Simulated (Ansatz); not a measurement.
# ZrPbSe3 (model cell, started as cubic perovskite with Zr in the octahedra): the cell at rest

Aim: bring ZrPbSe3 (model cell, started as cubic perovskite with Zr in the octahedra) to small forces and stress, as phonons need.

Program: Ansatz 0.2.0. Level of theory: DFT LDA, scalar-relativistic, plane waves, PAW; PAW set soft_1. Results are calculated unless marked as measured.

The structure was built from a prototype and need not be the compound's stable phase.

### Step 1. Starting point

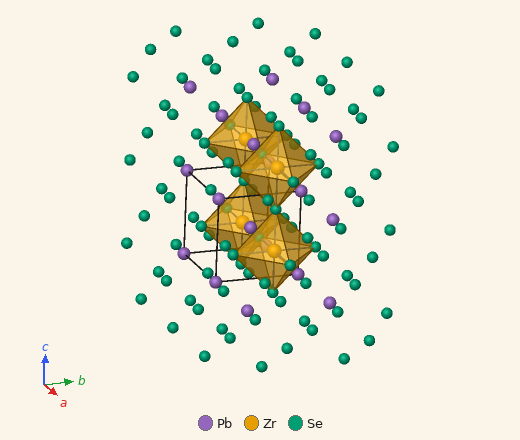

Start, viewed slightly off an axis; lead purple, zirconium orange, selenium teal. 2×1×2 cells are drawn. Some periodic images of atoms are drawn too.

### Step 2. Probe on a coarse mesh

A quick single point on a coarse mesh tells whether the cell has a gap and how far it is from rest, which sets the k mesh and smearing that follow.

input.yaml reads:

```yaml
crystal:
  lattice:
    - [5.292, 0.0, 0.0]
    - [0.0, 5.292, 0.0]
    - [0.0, 0.0, 5.292]
  atoms:
    - { symbol: Pb, position: [0.0, 0.0, 0.0] }
    - { symbol: Zr, position: [0.5, 0.5, 0.5] }
    - { symbol: Se, position: [0.5, 0.5, 0.0] }
    - { symbol: Se, position: [0.5, 0.0, 0.5] }
    - { symbol: Se, position: [0.0, 0.5, 0.5] }
kpoints:
  mp_grid: { grid: [4, 4, 4] }
hamiltonian:
  xc: lda
  pseudopotentials: { kind: paw, azcp: { folder: soft_1 }, xc_functional: pbe }
scf:
  occupations: { method: gaussian, width: 0.1 }
output:
  forces: true
  stress: true
  eigenvalues: true
```

Run with:

```
ansatz run input.yaml --threads 4 --pin off --max-ram 16384MiB --backend cpu --events-out ev --progress --plain --runs-dir out
```

Numbers of over 12 decimals in the logs are rounded to 6 here.

Output:

```text
Engine: ansatz 0.2.0, aarch64-unknown-linux-gnu
Pseudopotentials: kind: paw
Pseudopotential: Pb, paw, valence charge 14, recommended cutoff 420 eV (normal), soft_1/Pb.paw.azcp
Pseudopotential: Zr, paw, valence charge 12, recommended cutoff 420 eV (normal), soft_1/Zr.paw.azcp
Pseudopotential: Se, paw, valence charge 16, recommended cutoff 420 eV (normal), soft_1/Se.paw.azcp
Functional definition: SPW92
[...]
k-point 0: bands = [... 33 lower, 6.2975, 6.5885, 6.5885, 6.5885, 7.6172, 7.6172, 7.6172, 9.4550, ... 4 higher]
  k-point 1: bands = [... 33 lower, 5.7503, 6.0820, 6.5934, 6.5934, 7.6403, 8.5904, 8.6545, 8.6545, ... 4 higher]
  k-point 2: bands = [... 33 lower, 5.8558, 5.8930, 6.7228, 6.7228, 7.5765, 7.6638, 8.7427, 8.7427, ... 4 higher]
  k-point 9: bands = [... 33 lower, 3.7295, 7.4932, 7.4932, 7.4932, 8.8002, 8.8002, 8.8002, 11.1838, ... 4 higher]
[key lines of the parts left out:]
SCF converged after 8 iterations
Free energy (F): -31834.388698 eV
Fermi energy:    7.533449 eV
P = ⅓ Tr σ = -5.8146 GPa (-58.146 kbar)
```

The job ended after 1.5 s (4 threads of Arm Neoverse V1, shared host; peak memory 0.49 GiB; 5.3 s of CPU time).

A gap read on the k-mesh alone can miss the band edges.

Numbers from this step:

* pressure: -5.815 GPa
* volume per atom: 29.64 Å³
* gap on the k-mesh: 0.08336 eV
* direct gap on mesh: 0.3385 eV

The coarse mesh shows a gap of 0.08 eV and a pressure of -5.8 GPa.

### Step 3. Relaxation, k-mesh 6×6×6, smearing width 0.01 eV

Harmonic phonons are second derivatives at a point where the forces vanish, and they are wanted at zero stress, so atoms and cell are relaxed first.

input.yaml, the sections that differ from step 2:

```yaml
kpoints:
  mp_grid: { grid: [6, 6, 6] }
scf:
  occupations: { method: gaussian, width: 0.01 }
output:
  forces: true
  stress: true
  eigenvalues: true
  write_density: true
  write_potential: true
  elf: true
  volumetric_format: npy
relax:
  adjacent_minimum: "off"
  f_tol: 0.005
  max_steps: 80
  cell: { stress_tol: 0.05 }
# crystal, hamiltonian: as in step 2
```

Output:

```text
[...]
Crystal: 5 atoms, lattice volume = 148.204 Å³
Basis set: ecut = 420 eV, 2945 PW (Γ)
Bands: 45, of which v1, the nominal top of the filled ones, is band 37 counted from 1 (36 counted from 0)
Symmetry: 48 space group operations
[...]
k-points: 20 of 216
[...]
SCF iter   1: F=—  HF=-31838.569924 eV  |F-HF|=—  |Δ(HF+E_count)|=         —  Δρ=6.50e-2  dr2=2.38e1  ethr=3.10e-3  ⟨swp⟩=6.8  Hψ=3300  notcnv=0
[...]
SCF iter  11: F=-31834.427064 eV  HF=-31834.427064 eV  |F-HF|=3.75e-9  |Δ(HF+E_count)|=   1.50e-8  Δρ=8.66e-7  dr2=4.27e-9  ethr=1.35e-10  ⟨swp⟩=14.8  Hψ=5976  notcnv=0
SCF 1 converged in 11 iterations: F = -31834.427064 eV  dr2 = 4.27e-9
[...]
relax step   1: F+E_penalty+E_count = -31834.42706401 eV  Δ(F+E_penalty+E_count) = +0.000e0 eV  max|allowed force component| = 5.101e-30 eV/Å  Δτ_max = 0.0000 Å  P = -5.843 GPa  Ω = 148.204 Å³  (11 SCF iters, dr2 threshold 1.00e-7 eV, accepted)
Crystal: 5 atoms, lattice volume = 128.325 Å³
Basis set: ecut = 420 eV, 2517 PW (Γ)
[...]
iter 1 solved again at ethr=1.44e-3 eV; its pass at ethr=3.10e-3 eV (dr2=1.07e0 eV) is discarded
[...]
SCF iter   9: F=-31834.654655 eV  HF=-31834.654655 eV  |F-HF|=7.37e-8  |Δ(HF+E_count)|=   1.13e-7  Δρ=5.74e-6  dr2=6.78e-8  ethr=6.76e-10  ⟨swp⟩=14.1  Hψ=7884  notcnv=0
SCF 2 converged in 9 iterations: F = -31834.654655 eV  dr2 = 6.78e-8
relax step   2: F+E_penalty+E_count = -31834.65465529 eV  Δ(F+E_penalty+E_count) = -2.276e-1 eV  max|allowed force component| = 2.319e-29 eV/Å  Δτ_max = 0.0000 Å  P = +3.302 GPa  Ω = 128.325 Å³  energy of the carried Pulay correction = +2.052e-3 eV  (9 SCF iters, dr2 threshold 5.00e-7 eV, accepted)
Crystal: 5 atoms, lattice volume = 134.855 Å³
Basis set: ecut = 420 eV, 2601 PW (Γ)
[...]
SCF iter  11: F=-31834.708747 eV  HF=-31834.708747 eV  |F-HF|=3.19e-9  |Δ(HF+E_count)|=   2.74e-7  Δρ=1.79e-6  dr2=6.66e-9  ethr=6.76e-10  ⟨swp⟩=13.5  Hψ=6318  notcnv=0
SCF 3 converged in 11 iterations: F = -31834.708747 eV  dr2 = 6.66e-9
[...]
relax step   3: F+E_penalty+E_count = -31834.70874671 eV  Δ(F+E_penalty+E_count) = -5.409e-2 eV  max|allowed force component| = 1.321e-29 eV/Å  Δτ_max = 0.0000 Å  P = -0.447 GPa  Ω = 134.855 Å³  energy of the carried Pulay correction = +1.346e-3 eV  (11 SCF iters, dr2 threshold 5.00e-7 eV, accepted)
[...]
relax step   4: F+E_penalty+E_count = -31834.71004634 eV  Δ(F+E_penalty+E_count) = -1.300e-3 eV  max|allowed force component| = 1.089e-29 eV/Å  Δτ_max = 0.0000 Å  P = -0.031 GPa  Ω = 134.043 Å³  energy of the carried Pulay correction = +1.432e-3 eV  (6 SCF iters, dr2 threshold 4.99e-7 eV, accepted)
[...]
SCF iter   7: F=-31834.708632 eV  HF=-31834.708632 eV  |F-HF|=0.00e0  |Δ(HF+E_count)|=  2.55e-11  Δρ=4.43e-8  dr2=4.76e-12  ethr=1.00e-12  ⟨swp⟩=5.9  Hψ=4053  notcnv=0
SCF 5 converged in 7 iterations: F = -31834.708632 eV  dr2 = 4.76e-12
relax step   5: F+E_penalty+E_count = -31834.70863213 eV  Δ(F+E_penalty+E_count) = +1.414e-3 eV  max|allowed force component| = 2.787e-30 eV/Å  Δτ_max = 0.0000 Å  P = -0.032 GPa  Ω = 134.043 Å³  stress off target by 3.15e-2 GPa  SCF on the basis re-selected at this cell (its energy is not comparable with the rows above)  (7 SCF iters)
basis re-selected at this cell: Δ(F+E_penalty+E_count) = +1.414e-3 eV, ΔP = -0.001 GPa vs the last step (what re-selecting the basis moved, of the pressure what is left beyond the Pulay correction that the steps carried, after the strain that the cell walked since its last selection, with what the two solves' SCF thresholds leave and, on support functions, any second-order correction that the steps lacked; it is no m [...]
SCF converged after 7 iterations
Free energy (F): -31834.708632 eV
[...]
Internal energy: -31834.708078 eV  (E = F + TS)
E sigma→0 (E₀):  -31834.708355 eV
Entropy (-TS):   -0.000554 eV (-0.111 meV/atom)
Fermi energy:    8.862562 eV
[...]
--- Stress (GPa, compression-positive) ---
       -0.031502       0.000000      -0.000000
        0.000000      -0.031502      -0.000000
       -0.000000      -0.000000      -0.031502
  P = ⅓ Tr σ = -0.0315 GPa (-0.315 kbar)
--- Band table (eV; the first three rows and the last of 20) ---
  k-point 0: bands = [... 33 lower, 7.4570, 7.9675, 7.9675, 7.9675, 8.8550, 8.8550, 8.8550, 11.1580, ... 4 higher]
  k-point 1: bands = [... 33 lower, 7.2818, 7.3195, 7.8817, 7.8817, 8.8693, 9.6003, 9.6003, 10.6310, ... 4 higher]
  k-point 2: bands = [... 33 lower, 6.9232, 7.0760, 7.9827, 7.9827, 8.8984, 9.4799, 10.3135, 10.3135, ... 4 higher]
  k-point 19: bands = [... 33 lower, 4.7563, 8.8635, 8.8635, 8.8635, 10.2843, 10.2843, 10.2843, 13.0840, ... 4 higher]
--- Relaxed structure (4 steps of the walk, 4 accepted, 1 SCFs on fresh bases) ---
  F+E_penalty+E_count = -31834.70863213 eV   max|allowed force component| = 2.787e-30 eV/Å   (the final SCF, on the basis selected at the relaxed cell)
  cell:  # Å, volume = 134.0427 Å³
    - [5.117773, 0, 0]
    - [0, 5.117773, 0]
    - [0, 0, 5.117773]
  atoms:
    - { symbol: Pb, position: [0, 0, 0] }
    - { symbol: Zr, position: [0.5, 0.5, 0.5] }
    - { symbol: Se, position: [0.5, 0.5, 0] }
    - { symbol: Se, position: [0.5, 0, 0.5] }
    - { symbol: Se, position: [0, 0.5, 0.5] }
```

It took 15 s on 4 threads; peak memory 0.56 GiB.

Step by step:

| step | energy less that of the first step (eV) | largest force component (eV/Å) | pressure (GPa) | volume (Å³) |
| --- | --- | --- | --- | --- |
| 1 | 0.0000 | 0.0000 | -5.84 | 148.20 |
| 2 | -0.2276 | 0.0000 | 3.30 | 128.33 |
| 3 | -0.2817 | 0.0000 | -0.45 | 134.86 |
| 4 | -0.2830 | 0.0000 | -0.03 | 134.04 |
| 5* | -0.2816 | 0.0000 | -0.03 | 134.04 |

Relaxation steps marked * repeat the geometry before them on a plane-wave basis chosen anew for their cell, so energy and pressure can jump there.

Forces are held to the 48 operations that the run works with; a distortion that breaks them can't arise in this run.

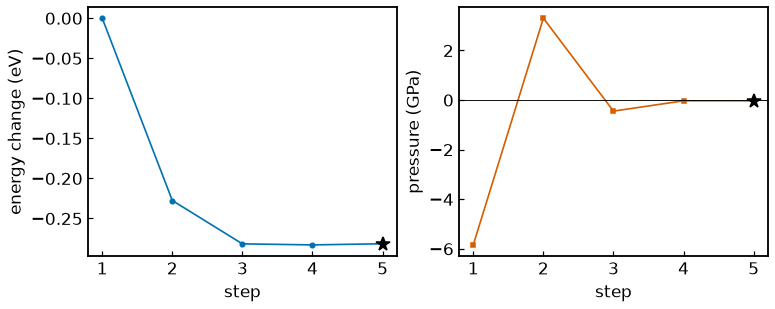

Energy and pressure along the relaxation. Stars mark steps on a basis chosen anew.

| conventional cell, symmetrised | before | after | change |
| --- | --- | --- | --- |
| a (Å) | 5.292 | 5.118 | -3.3 % |
| b (Å) | 5.292 | 5.118 | -3.3 % |
| c (Å) | 5.292 | 5.118 | -3.3 % |
| volume (Å³/atom) | 29.64 | 26.81 | -9.6 % |

The relaxed structure:

```xyz
5
Lattice="5.1178 0.0000 0.0000 0.0000 5.1178 0.0000 0.0000 0.0000 5.1178" Properties=species:S:1:pos:R:3 pbc="T T T"
Pb    0.0000    0.0000    0.0000
Zr    2.5589    2.5589    2.5589
Se    2.5589    2.5589    0.0000
Se    2.5589    0.0000    2.5589
Se    0.0000    2.5589    2.5589
```

Numbers from this step:

```yaml
pressure: -0.03150 GPa
volume_per_atom: 26.81 Å³
gap_on_the_k_mesh: 0 eV
```

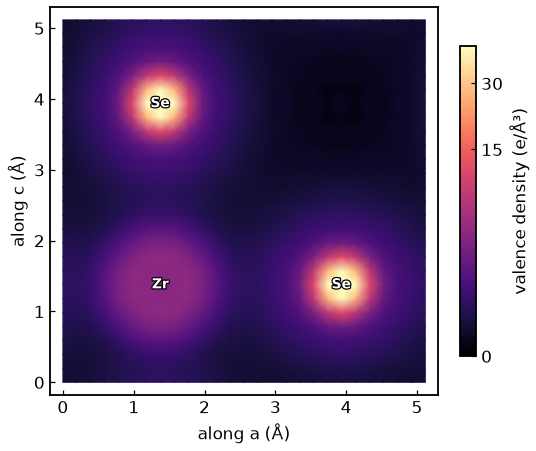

Valence density in the ac plane at fractional y = 0.500, with atoms of Zr and Se within 0.2 Å of it. It is the smooth field of the valence electrons, not physical close to the nuclei. The map starts off the cell's origin, so that atoms lie inside it. The colour scale is stretched toward low values.

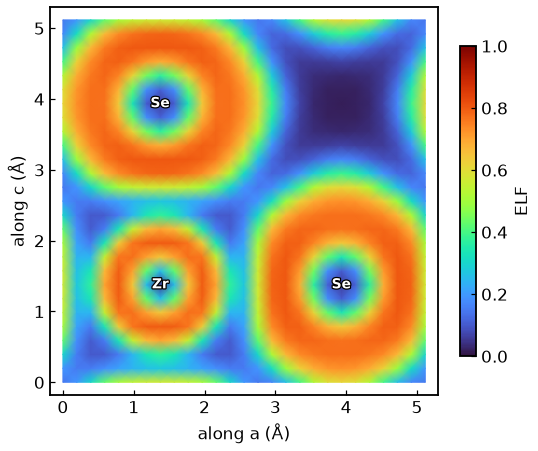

ELF in the ac plane at fractional y = 0.500, with atoms of Zr and Se within 0.2 Å of it. It is the smooth field of the valence electrons, not physical close to the nuclei. The map starts off the cell's origin, so that atoms lie inside it.

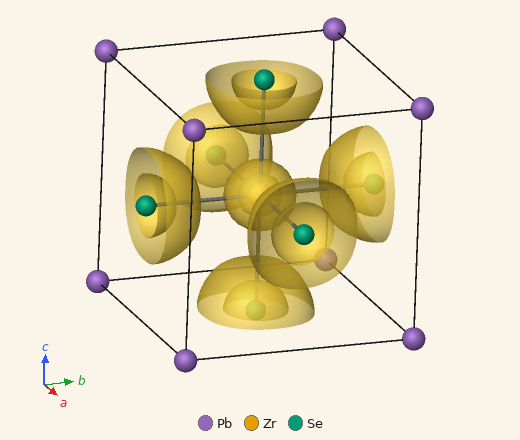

Surface of ELF = 0.72.

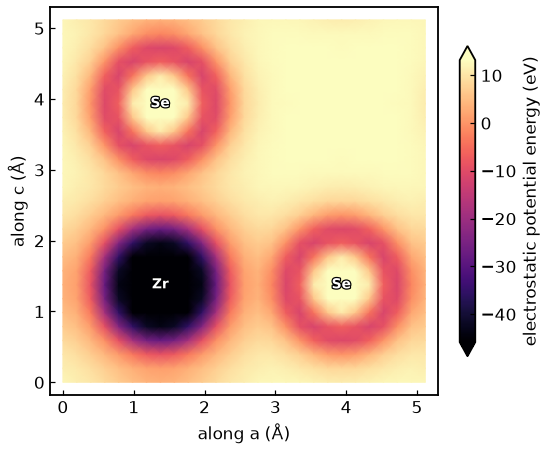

Electrostatic potential energy in the ac plane at fractional y = 0.500, with atoms of Zr and Se within 0.2 Å of it. With pseudopotentials it is smooth inside the atoms' cores, unlike the true potential. The map starts off the cell's origin, so that atoms lie inside it.

In this step the volume went from 29.64 to 26.81 Å³/atom.

### Step 4. Bringing the structure to rest, k-mesh 8×8×8, smearing width 0.1 eV

The relaxation is repeated from its end, on the mesh and smearing that suit the cell and gap now reached.

input.yaml, the sections that differ from step 3:

```yaml
crystal:
  lattice:
    - [5.1177728964, 0.0, 0.0]
    - [0.0, 5.1177728964, 0.0]
    - [0.0, 0.0, 5.1177728964]
  atoms:
    - { symbol: Pb, position: [0.0, 0.0, 0.0] }
    - { symbol: Zr, position: [0.5, 0.5, 0.5] }
    - { symbol: Se, position: [0.5, 0.5, 0.0] }
    - { symbol: Se, position: [0.5, 0.0, 0.5] }
    - { symbol: Se, position: [0.0, 0.5, 0.5] }
kpoints:
  mp_grid: { grid: [8, 8, 8] }
scf:
  occupations: { method: gaussian, width: 0.1 }
output:
  forces: true
  stress: true
  eigenvalues: true
# hamiltonian, relax: as in step 3
```

Output:

```text
[...]
Crystal: 5 atoms, lattice volume = 134.043 Å³
Basis set: ecut = 420 eV, 2601 PW (Γ)
Bands: 45, of which v1, the nominal top of the filled ones, is band 37 counted from 1 (36 counted from 0)
Symmetry: 48 space group operations
[...]
k-points: 35 of 512
[...]
--- Relaxed structure (2 steps of the walk, 2 accepted, 1 SCFs on fresh bases) ---
[...]
cell:  # Å, volume = 133.8764 Å³
    - [5.115656, 0, 0]
    - [0, 5.115656, 0.0]
    - [0, 0.0, 5.115656]
  atoms:
    - { symbol: Pb, position: [0, 0, 0] }
    - { symbol: Zr, position: [0.500000, 0.500000, 0.500000] }
    - { symbol: Se, position: [0.500000, 0.500000, 0] }
    - { symbol: Se, position: [0.500000, 0, 0.500000] }
    - { symbol: Se, position: [0, 0.500000, 0.500000] }
[key lines of the parts left out:]
SCF converged after 3 iterations
Free energy (F): -31834.718956 eV
Fermi energy:    8.868267 eV
P = ⅓ Tr σ = 0.0300 GPa (0.300 kbar)
```

The job ended after 12 s (4 threads; peak memory 0.58 GiB).

Little changed from the start: no atom moved by 0.005 Å and no cell edge by 0.1 %.

Numbers from this step:

```
pressure        : 0.02997 GPa
volume per atom : 26.78 Å³
```

In this step the volume went from 26.81 to 26.78 Å³/atom.

### Step 5. Tight relaxation

Phonons need a cell at rest on their own settings, so the relaxation is repeated with tight tolerances on forces and stress, using the mesh and the filling of the phonon run that follows.

input.yaml, the sections that differ from step 4:

```yaml
crystal:
  lattice:
    - [5.1156560291, 0.0, 0.0]
    - [0.0, 5.1156560291, 0.0]
    - [0.0, 0.0, 5.1156560291]
  atoms:
    - { symbol: Pb, position: [0.0, 0.0, 0.0] }
    - { symbol: Zr, position: [0.5, 0.5, 0.5] }
    - { symbol: Se, position: [0.5, 0.5, 0.0] }
    - { symbol: Se, position: [0.5, 0.0, 0.5] }
    - { symbol: Se, position: [0.0, 0.5, 0.5] }
scf:
  occupations: { method: methfessel_paxton, width: 0.2 }
relax:
  adjacent_minimum: "off"
  f_tol: 0.001
  max_steps: 60
  cell: { stress_tol: 0.01 }
# kpoints, hamiltonian, output: as in step 4
```

Output:

```text
[...]
Crystal: 5 atoms, lattice volume = 133.876 Å³
Basis set: ecut = 420 eV, 2601 PW (Γ)
Bands: 45, of which v1, the nominal top of the filled ones, is band 37 counted from 1 (36 counted from 0)
Symmetry: 48 space group operations
[...]
k-points: 35 of 512
[...]
--- Relaxed structure (3 steps of the walk, 3 accepted, 1 SCFs on fresh bases) ---
[...]
cell:  # Å, volume = 133.9284 Å³
    - [5.116318, 0, 0]
    - [0, 5.116318, 0.0]
    - [0, 0.0, 5.116318]
  atoms:
    - { symbol: Pb, position: [0, 0, 0] }
    - { symbol: Zr, position: [0.5, 0.5, 0.5] }
    - { symbol: Se, position: [0.5, 0.5, 0] }
    - { symbol: Se, position: [0.5, 0, 0.5] }
    - { symbol: Se, position: [0, 0.5, 0.5] }
[key lines of the parts left out:]
SCF converged after 6 iterations
Free energy (F): -31834.715812 eV
Fermi energy:    8.855249 eV
P = ⅓ Tr σ = -0.0001 GPa (-0.001 kbar)
```

Wall time 15 s (4 threads); peak memory 0.59 GiB; 59 s of CPU time.

Little changed from the start: no atom moved by 0.005 Å and no cell edge by 0.1 %.

Numbers from this step:

```yaml
pressure: -6.74e-5 GPa
volume_per_atom: 26.79 Å³
```

The forces vanish by symmetry and the pressure is 0.000 GPa, within the tolerances set. The cell now holds 26.79 Å³/atom.

### Step 6. Outcome

```yaml
space_group_after_relaxation_within_0p01_a: Pm-3m
lattice_constant_a: 5.116 Å
lattice_constant_b: 5.116 Å
lattice_constant_c: 5.116 Å
volume_per_atom: 26.8 Å³
```

What this shows: The forces vanish by symmetry and the pressure is 0.000 GPa, within the tolerances set. The cell now holds 26.79 Å³/atom. The relaxation keeps the symmetry of its start, so it says nothing on stability against lower symmetry. Spin-orbit coupling is left out, which can matter for the heavy elements here. The PAW files were made for PBE and serve the other functionals too. The starting cell was built on a prototype and not taken from a measurement, so the phase need not exist.

[Logs are printed without paths, hosts, clocks, repeated set-up lines and the standing remarks that a program may print on its own settings, such as how far it seeks lower states.]

[Hosts, paths, dates, database ids (printed as entryN), source tags and the programs' standing remarks are cut or masked in the printed files.]
